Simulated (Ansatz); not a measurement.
## BPH$_{3}$Cl$_{2}$F: geometry relaxation

- system: BPH$_{3}$Cl$_{2}$F
- method: RKS PBE/6-31G* (Ansatz 0.2.0)

The input holds or restrains some coordinates. Forces given for the steps count only the free coordinates. It belongs to a series of runs on one base structure; here: pulled along the bonds that form and break, towards end A. Figures and captions count atoms from 1; the log counts them from 0 in places.

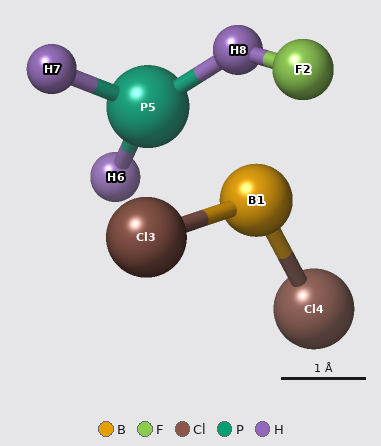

The starting structure (ball-and-stick view, seen at a tilt; atoms are numbered from 1 in the order of the input). Bond lengths as drawn: B–Cl 1.86 Å, F–H 1.07 Å and H–P 1.41 to 1.42 Å.

## Key numbers

```tsv
quantity	value
outcome	converged under the restraints of the input
total energy	−37759.2184 eV
mean-field energy	−37759.2184 eV
largest force (length of the vector) at the end, held atoms and coordinates included	0.753 eV/Å
hardware	2 threads of Arm Neoverse V1, 24 GiB of memory available, shared host
wall time	20 s (CPU time 37 s)
peak memory	0.15 GiB
```

## The input
```yaml
crystal:
  periodic: [false, false, false]
  atoms:
    - { symbol: B, position_ang: [0.0, 0.0, 0.0] }
    - { symbol: F, position_ang: [0.0, 0.0, 1.67] }
    - { symbol: Cl, position_ang: [1.6108, 0.0, -0.93] }
    - { symbol: Cl, position_ang: [-1.6108, 0.0, -0.93] }
    - { symbol: P, position_ang: [0.0924, -2.0952, 0.6969] }
    - { symbol: H, position_ang: [-0.6759, -2.9172, -0.1694] }
    - { symbol: H, position_ang: [1.442, -2.5368, 0.6936] }
    - { symbol: H, position_ang: [0.047, -1.0662, 1.6663] }
basis:
  gaussian: { orbitals: "6-31G*" }
hamiltonian:
  xc: pbe
relax:
  f_tol: 0.15
  max_steps: 25
  restrain:
    - { distance: [0, 4], at: 3.11, k: 30.0 }
    - { distance: [7, 1], at: 2.12, k: 30.0 }
    - { distance: [0, 1], at: 1.32, k: 30.0 }
    - { distance: [7, 4], at: 1.42, k: 30.0 }
output:
  orbitals: {}
```

Launched with:
```bash
ansatz run input.yaml --threads 2 --pin off --max-ram 3072MiB --backend cpu --events-out ev --progress --plain --runs-dir out
```

## The program's output
```
The last accepted step is kept in [file] (removed where the run ends without a failure and the disk answers)
Engine: ansatz 0.2.0, aarch64-unknown-linux-gnu
Functional definition: PBE
  parameter kappa = 0.804
  parameter beta = 0.06672455060314922
  exchange = pbe_x(kappa = kappa, mu = beta*pi^2/3)
  correlation = pbe_c(beta = beta)
1069 factors; their error is unknown
mean field evaluation 1: about -37753.9669 eV, gradient 2.4e1 eV
mean field evaluation 2: about -37751.9124 eV, gradient 4.1e1 eV
mean field evaluation 4: about -37755.2751 eV, gradient 1.1e0 eV
mean field evaluation 8: about -37755.2808 eV, gradient 7.5e-2 eV
mean field evaluation 16: about -37755.2300 eV, gradient 5.5e-5 eV
mean field -37755.22997555 eV, -1387.4791101876 hartree, gradient 5.5e-5 eV, S^2 0.000000; 0 other end points of the search recorded, 0 dependent functions left out
the calculation of the forces begins
reference -37755.23000495 eV, -1387.4791112679 hartree; 33, 33 occupied and 60, 60 virtual orbitals, 1069 factors
relax step   1: F+E_penalty+E_count = -37755.22997555 eV  Δ(F+E_penalty+E_count) = +0.000e0 eV  max|allowed force component| = 6.708e0 eV/Å  E_restraint = 30.61264095 eV  max|allowed force component, restraints' pulls added| = 3.826e1 eV/Å  Δτ_max = 0.0000 Å  (26 SCF iters, accepted)
  distance B 0 - P 4 = 2.2100 Å
  distance H 7 - F 1 = 1.0672 Å
  distance B 0 - F 1 = 1.6700 Å
  distance H 7 - P 4 = 1.4144 Å
these checks for a lower state are left out or cut short: starts, cluster_reference, orbital_swaps, neighbouring_geometries, increment
1069 factors; their error is unknown
mean field -37756.05426852 eV, -1387.5094023954 hartree, gradient 1.6e-5 eV, S^2 0.000000; 0 other end points of the search recorded, 0 dependent functions left out
the calculation of the forces begins
reference -37756.05429823 eV, -1387.5094034873 hartree; 33, 33 occupied and 60, 60 virtual orbitals, 1069 factors
relax step   2: F+E_penalty+E_count = -37756.05426852 eV  Δ(F+E_penalty+E_count) = -8.243e-1 eV  max|allowed force component| = 3.412e0 eV/Å  E_restraint = 14.24935145 eV  max|allowed force component, restraints' pulls added| = 2.495e1 eV/Å  Δτ_max = 0.1994 Å  (34 SCF iters, accepted)
  distance B 0 - P 4 = 2.5309 Å
  distance H 7 - F 1 = 1.3806 Å
  distance B 0 - F 1 = 1.5801 Å
  distance H 7 - P 4 = 1.4346 Å
these checks for a lower state are left out or cut short: starts, cluster_reference, orbital_swaps, neighbouring_geometries, increment
1069 factors; their error is unknown
mean field evaluation 32: about -37756.8843 eV, gradient 1.9e-5 eV
mean field -37756.88432334 eV, -1387.5399063475 hartree, gradient 1.9e-5 eV, S^2 0.000000; 0 other end points of the search recorded, 0 dependent functions left out
the calculation of the forces begins
reference -37756.88435353 eV, -1387.5399074567 hartree; 33, 33 occupied and 60, 60 virtual orbitals, 1069 factors
relax step   3: F+E_penalty+E_count = -37756.88432334 eV  Δ(F+E_penalty+E_count) = -8.301e-1 eV  max|allowed force component| = 3.034e0 eV/Å  E_restraint = 4.67672382 eV  max|allowed force component, restraints' pulls added| = 1.386e1 eV/Å  Δτ_max = 0.1949 Å  (34 SCF iters, accepted)
  distance B 0 - P 4 = 2.7617 Å
  distance H 7 - F 1 = 1.7043 Å
  distance B 0 - F 1 = 1.4523 Å
  distance H 7 - P 4 = 1.4058 Å
these checks for a lower state are left out or cut short: starts, cluster_reference, orbital_swaps, neighbouring_geometries, increment
1069 factors; their error is unknown
mean field -37757.82482274 eV, -1387.5744690628 hartree, gradient 1.2e-5 eV, S^2 0.000000; 0 other end points of the search recorded, 0 dependent functions left out
the calculation of the forces begins
reference -37757.82485259 eV, -1387.5744701598 hartree; 33, 33 occupied and 60, 60 virtual orbitals, 1069 factors
relax step   4: F+E_penalty+E_count = -37757.82482274 eV  Δ(F+E_penalty+E_count) = -9.405e-1 eV  max|allowed force component| = 2.315e0 eV/Å  E_restraint = 0.37370243 eV  max|allowed force component, restraints' pulls added| = 5.900e0 eV/Å  Δτ_max = 0.1949 Å  (34 SCF iters, accepted)
  distance B 0 - P 4 = 3.0031 Å
  distance H 7 - F 1 = 2.0059 Å
  distance B 0 - F 1 = 1.3202 Å
  distance H 7 - P 4 = 1.3982 Å
these checks for a lower state are left out or cut short: starts, cluster_reference, orbital_swaps, neighbouring_geometries, increment
1069 factors; their error is unknown
mean field -37758.75982633 eV, -1387.6088298110 hartree, gradient 8.1e-6 eV, S^2 0.000000; 0 other end points of the search recorded, 0 dependent functions left out
the calculation of the forces begins
reference -37758.75985581 eV, -1387.6088308944 hartree; 33, 33 occupied and 60, 60 virtual orbitals, 1069 factors
relax step   5: F+E_penalty+E_count = -37758.75982633 eV  Δ(F+E_penalty+E_count) = -9.350e-1 eV  max|allowed force component| = 1.576e0 eV/Å  E_restraint = 0.15771235 eV  max|allowed force component, restraints' pulls added| = 3.571e0 eV/Å  Δτ_max = 0.2000 Å  (33 SCF iters, accepted)
  distance B 0 - P 4 = 3.0358 Å
  distance H 7 - F 1 = 2.0498 Å
  distance B 0 - F 1 = 1.3284 Å
  distance H 7 - P 4 = 1.4240 Å
these checks for a lower state are left out or cut short: starts, cluster_reference, orbital_swaps, neighbouring_geometries, increment
1069 factors; their error is unknown
mean field -37759.08039983 eV, -1387.6206106698 hartree, gradient 2.5e-5 eV, S^2 0.000000; 0 other end points of the search recorded, 0 dependent functions left out
the calculation of the forces begins
reference -37759.08042931 eV, -1387.6206117530 hartree; 33, 33 occupied and 60, 60 virtual orbitals, 1069 factors
relax step   6: F+E_penalty+E_count = -37759.08039983 eV  Δ(F+E_penalty+E_count) = -3.206e-1 eV  max|allowed force component| = 1.775e0 eV/Å  E_restraint = 0.04478843 eV  max|allowed force component, restraints' pulls added| = 2.510e0 eV/Å  Δτ_max = 0.1949 Å  (27 SCF iters, accepted)
  distance B 0 - P 4 = 3.1548 Å
  distance H 7 - F 1 = 2.1259 Å
  distance B 0 - F 1 = 1.3179 Å
  distance H 7 - P 4 = 1.4506 Å
these checks for a lower state are left out or cut short: starts, cluster_reference, orbital_swaps, neighbouring_geometries, increment
1069 factors; their error is unknown
mean field -37759.16219821 eV, -1387.6236167050 hartree, gradient 2.0e-5 eV, S^2 0.000000; 0 other end points of the search recorded, 0 dependent functions left out
the calculation of the forces begins
reference -37759.16222736 eV, -1387.6236177762 hartree; 33, 33 occupied and 60, 60 virtual orbitals, 1069 factors
relax step   7: F+E_penalty+E_count = -37759.16219821 eV  Δ(F+E_penalty+E_count) = -8.180e-2 eV  max|allowed force component| = 1.063e0 eV/Å  E_restraint = 0.01808006 eV  max|allowed force component, restraints' pulls added| = 1.468e0 eV/Å  Δτ_max = 0.1867 Å  (28 SCF iters, accepted)
  distance B 0 - P 4 = 3.1393 Å
  distance H 7 - F 1 = 2.1246 Å
  distance B 0 - F 1 = 1.3381 Å
  distance H 7 - P 4 = 1.4189 Å
these checks for a lower state are left out or cut short: starts, cluster_reference, orbital_swaps, neighbouring_geometries, increment
1069 factors; their error is unknown
mean field evaluation 64: about -37759.2115 eV, gradient 3.4e0 eV
mean field -37759.21839273 eV, -1387.6256818155 hartree, gradient 2.4e-5 eV, S^2 0.000000; 0 other end points of the search recorded, 0 dependent functions left out
the calculation of the forces begins
reference -37759.21842183 eV, -1387.6256828847 hartree; 33, 33 occupied and 60, 60 virtual orbitals, 1069 factors
relax step   8: F+E_penalty+E_count = -37759.21839273 eV  Δ(F+E_penalty+E_count) = -5.619e-2 eV  max|allowed force component| = 7.047e-1 eV/Å  E_restraint = 0.00892748 eV  max|allowed force component, restraints' pulls added| = 4.437e-2 eV/Å  Δτ_max = 0.0753 Å  (29 SCF iters, accepted)
```

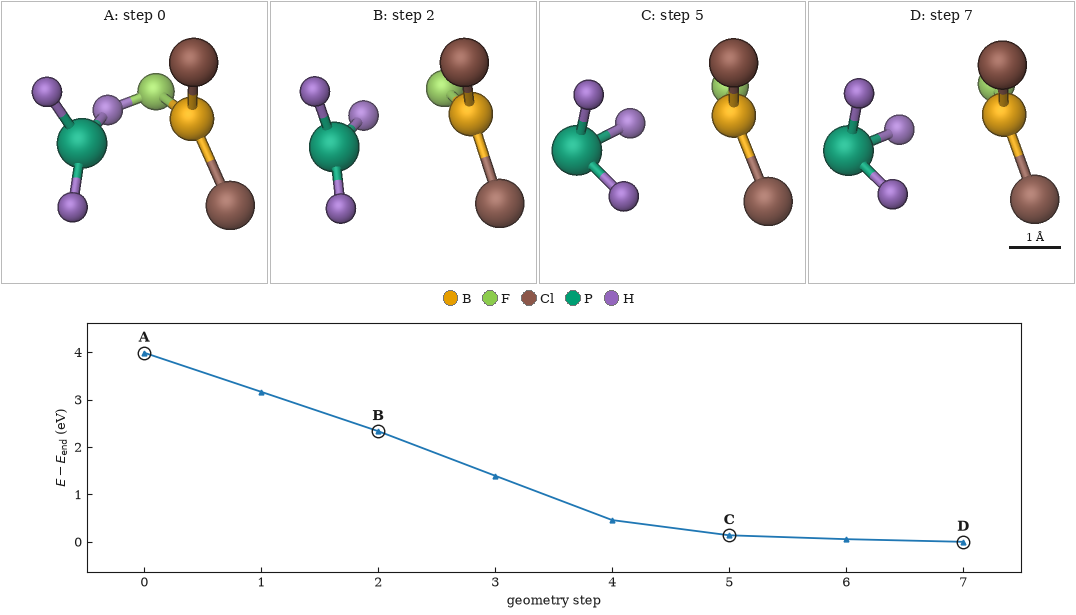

Frames of the restrained relaxation (ball-and-stick view, seen on its broad side) above the curves, on which the letters mark them (the first geometry is step 0 here and step 1 in the log).

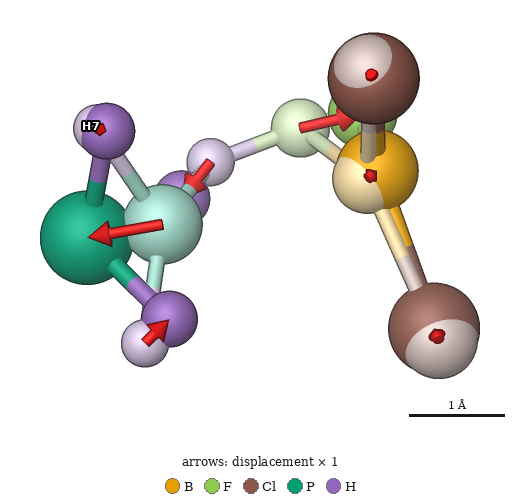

Start (faint) and end (solid) with the displacements as red arrows, at true length (ball-and-stick view, seen on its broad side). The two geometries are laid on each other by the best rigid fit. The energy falls by 3.988 eV in 7 geometry steps. The largest force component goes from 6.7 to 0.7 eV/Å. The atom that moves furthest after the best rigid fit is P5 (0.81 Å). By element the largest moves are P 0.81 Å, F 0.70 Å, H 0.51 Å, Cl 0.17 Å, B 0.14 Å. Among the contacts that change: F2–H8 1.067 → 2.123 Å, B1–F2 1.670 → 1.327 Å, B1–Cl3 1.860 → 1.763 Å, B1–Cl4 1.860 → 1.767 Å. Bonds break: F2–H8 (1.07 → 2.12 Å). Among the angles that change: H6–P5–H8 145.3° → 95.1°, H6–P5–H7 109.4° → 93.8°, H7–P5–H8 105.0° → 93.8°. (Atoms are counted from 1 in the order of the input.)

```
  distance B 0 - P 4 = 3.1331 Å
  distance H 7 - F 1 = 2.1233 Å
  distance B 0 - F 1 = 1.3268 Å
  distance H 7 - P 4 = 1.4216 Å
1069 factors; their error is unknown
mean field -37759.21839273 eV, -1387.6256818155 hartree, gradient 2.4e-5 eV, S^2 0.000000; 1 other end points of the search recorded, 0 dependent functions left out
the calculation of the forces begins
reference -37759.21842183 eV, -1387.6256828847 hartree; 33, 33 occupied and 60, 60 virtual orbitals, 1069 factors
Total energy: -37759.21842183 eV, -1387.6256828847 hartree
Atom 0 at     0.014613     0.136614     0.029616 Å, force    -0.073473     0.610923    -0.433955 eV/Å
Atom 1 at     0.059175     0.582096     1.278647 Å, force     0.024056     0.178822     0.187029 eV/Å
Atom 2 at     1.511910     0.037857    -0.895221 Å, force     0.018707    -0.016312    -0.031468 eV/Å
Atom 3 at    -1.553489     0.020298    -0.776177 Å, force     0.015177    -0.008886     0.014117 eV/Å
Atom 4 at     0.114891    -2.814521     1.077097 Å, force     0.072983    -0.704724     0.202954 eV/Å
Atom 5 at    -0.500986    -2.603928    -0.194367 Å, force     0.009105     0.021583    -0.030360 eV/Å
Atom 6 at     1.421994    -2.464135     0.609578 Å, force    -0.023069    -0.020038     0.022593 eV/Å
Atom 7 at    -0.162608    -1.509682     1.568226 Å, force    -0.043485    -0.061367     0.069092 eV/Å
Dipole moment:     0.052653     0.027915    -0.035386 e Å
```

## Trajectory as extended XYZ (Å, eV, eV/Å), 8 frames, from step=1 to step=8
```
8
Properties=species:S:1:pos:R:3:forces:R:3 step=1 energy=-37755.22998
B     0.0000    0.0000    0.0000    0.3313  -4.5680  -0.5999
F     0.0000    0.0000    1.6700    0.0656   6.7083  -0.2666
Cl    1.6108    0.0000   -0.9300   -0.7560   1.6772   0.6003
Cl   -1.6108    0.0000   -0.9300    1.0067   1.1517   0.9898
P     0.0924   -2.0952    0.6969    0.3490  -3.0179  -3.0462
H    -0.6759   -2.9172   -0.1694    0.1208  -0.2953   0.2895
H     1.4420   -2.5368    0.6936   -0.0885  -0.3236  -0.4787
H     0.0470   -1.0662    1.6663   -1.0289  -1.3324   2.5117
8
Properties=species:S:1:pos:R:3:forces:R:3 step=2 energy=-37756.05427
B    -0.0018    0.1326    0.0067    0.3114  -3.4122   1.0973
F    -0.0026    0.1809    1.5860    0.0054   3.0716  -2.5968
Cl    1.6021    0.0257   -0.9226   -1.1208   1.4161   0.7169
Cl   -1.6013    0.0183   -0.9186    1.1714   1.0515   0.9597
P     0.0965   -2.2838    0.7529    0.7573  -0.3705   0.2812
H    -0.6827   -2.9403   -0.1785   -0.4253  -0.3737  -0.1997
H     1.4579   -2.5532    0.6855    0.3414  -0.5790  -0.4759
H     0.0373   -1.1955    1.6859   -1.0407  -0.8039   0.2173
8
Properties=species:S:1:pos:R:3:forces:R:3 step=3 energy=-37756.88432
B    -0.0036    0.2344    0.0296    0.2641  -2.2378   1.0885
F    -0.0043    0.3430    1.4779   -0.0422   1.8085  -3.0342
Cl    1.5861    0.0399   -0.9124   -1.2591   1.1954   0.7839
Cl   -1.5861    0.0293   -0.9066    1.2120   0.9216   0.9317
P     0.1096   -2.4147    0.8020    0.5253  -0.9590   1.8052
H    -0.6894   -2.9417   -0.1830   -0.4853   0.1894  -0.5586
H     1.4669   -2.5607    0.6795    0.7364  -0.4089  -0.6606
H     0.0263   -1.3451    1.7104   -0.9512  -0.5093  -0.3559
8
Properties=species:S:1:pos:R:3:forces:R:3 step=4 energy=-37757.82482
B    -0.0042    0.3091    0.0406    0.1776  -1.6510  -1.6949
F    -0.0036    0.4888    1.3485   -0.0241   1.1697  -0.0409
Cl    1.5621    0.0654   -0.8978   -1.0692   0.8764   0.6854
Cl   -1.5642    0.0496   -0.8895    0.9748   0.7197   0.7427
P     0.1228   -2.5694    0.8871    0.1746  -2.3149   1.9919
H    -0.6978   -2.9182   -0.2006    0.1007   0.9584  -0.3103
H     1.4891   -2.5644    0.6586    0.3919   0.0357  -0.7977
H     0.0013   -1.4764    1.7505   -0.7264   0.2060  -0.5762
8
Properties=species:S:1:pos:R:3:forces:R:3 step=5 energy=-37758.75983
B    -0.0101    0.1586    0.0652    0.0898   0.2911  -1.5760
F    -0.0104    0.5748    1.3267    0.0066   0.2825  -0.2038
Cl    1.5585    0.0897   -0.8929   -1.1291   0.1210   0.7949
Cl   -1.5802    0.0782   -0.8781    1.0585   0.0548   0.7918
P     0.1086   -2.7222    1.0154   -0.0616  -1.5665   1.1798
H    -0.6304   -2.7890   -0.2194    0.4197   0.8498   0.1732
H     1.4568   -2.5560    0.6334    0.0993   0.0371  -0.5571
H     0.0126   -1.4496    1.6473   -0.4833  -0.0697  -0.6028
8
Properties=species:S:1:pos:R:3:forces:R:3 step=6 energy=-37759.08040
B    -0.0086    0.1220    0.0724    0.0207   0.6977  -1.7755
F    -0.0070    0.6293    1.2887    0.0229   0.0983   0.3186
Cl    1.5485    0.0553   -0.8719   -0.9037  -0.0777   0.6494
Cl   -1.5735    0.0400   -0.8503    0.8458  -0.0886   0.6158
P     0.1102   -2.8506    1.1225    0.1351   0.3739  -1.0120
H    -0.5502   -2.6124   -0.2001    0.4477  -0.1587   1.0271
H     1.4208   -2.5211    0.5675   -0.4050  -0.3170   0.2121
H    -0.0347   -1.4779    1.5685   -0.1633  -0.5279  -0.0355
8
Properties=species:S:1:pos:R:3:forces:R:3 step=7 energy=-37759.16220
B     0.0364    0.1465    0.0230   -0.3126   0.7944   0.6564
F     0.0637    0.5813    1.2882    0.0214   0.0925  -0.0716
Cl    1.4971    0.0722   -0.8774    1.0631  -0.0444  -0.5570
Cl   -1.4933   -0.0054   -0.7791   -0.7991  -0.0443  -0.3195
P     0.1418   -2.8039    1.0903   -0.0557  -0.9591   0.6179
H    -0.5280   -2.6421   -0.1353   -0.2335  -0.0455  -0.4794
H     1.4051   -2.4553    0.5423    0.1609   0.1932   0.0237
H    -0.2173   -1.5089    1.5455    0.1554   0.0131   0.1294
8
Properties=species:S:1:pos:R:3:forces:R:3 step=8 energy=-37759.21839
B     0.0146    0.1366    0.0296   -0.0735   0.6109  -0.4340
F     0.0592    0.5821    1.2786    0.0241   0.1788   0.1870
Cl    1.5119    0.0379   -0.8952    0.0187  -0.0163  -0.0315
Cl   -1.5535    0.0203   -0.7762    0.0152  -0.0089   0.0141
P     0.1149   -2.8145    1.0771    0.0730  -0.7047   0.2030
H    -0.5010   -2.6039   -0.1944    0.0091   0.0216  -0.0304
H     1.4220   -2.4641    0.6096   -0.0231  -0.0200   0.0226
H    -0.1626   -1.5097    1.5682   -0.0435  -0.0614   0.0691
```

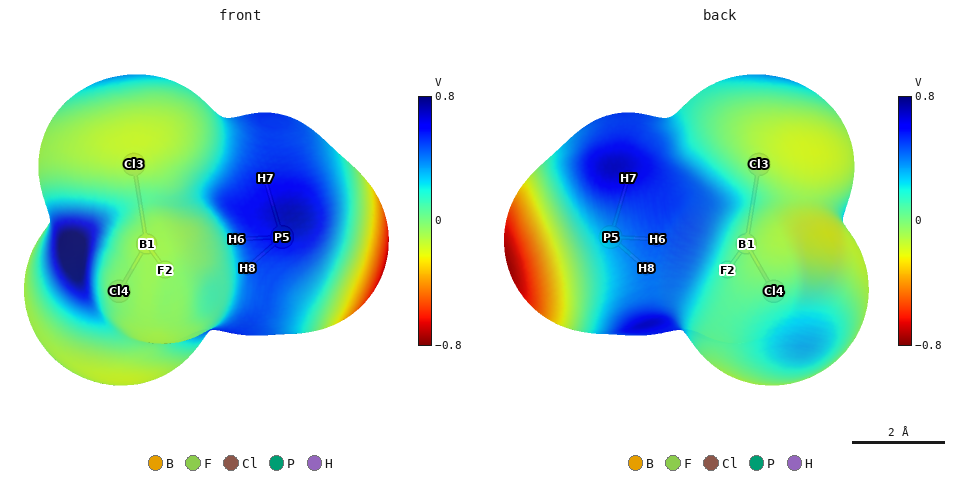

The electrostatic potential painted on the density surface at 0.001 e/bohr³, seen at a tilt and from behind; red is negative and blue positive.

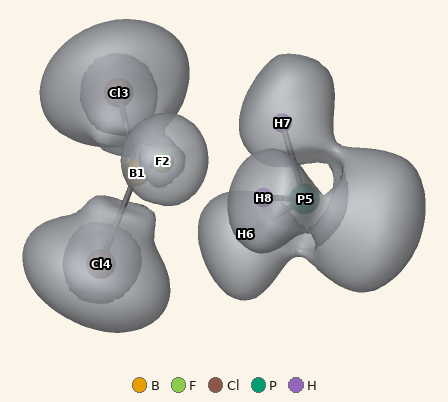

Isosurface of the ELF at 0.75 (grey), seen at a tilt. Core shells and regions of very low density are left out. Values along the shortest contacts:

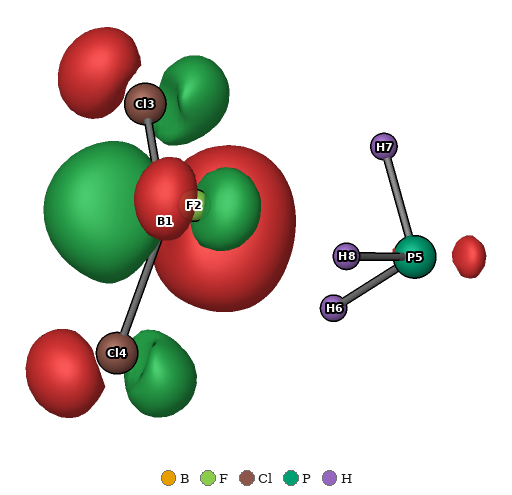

The LUMO at ±0.15 Å⁻³ᐟ² (green and red are the two phases), seen at a tilt. By Hirshfeld shares it lies mainly on B1 (45 %), Cl3 (15 %), Cl4 (15 %) and F2 (10 %). Its energy is −2.04 eV.
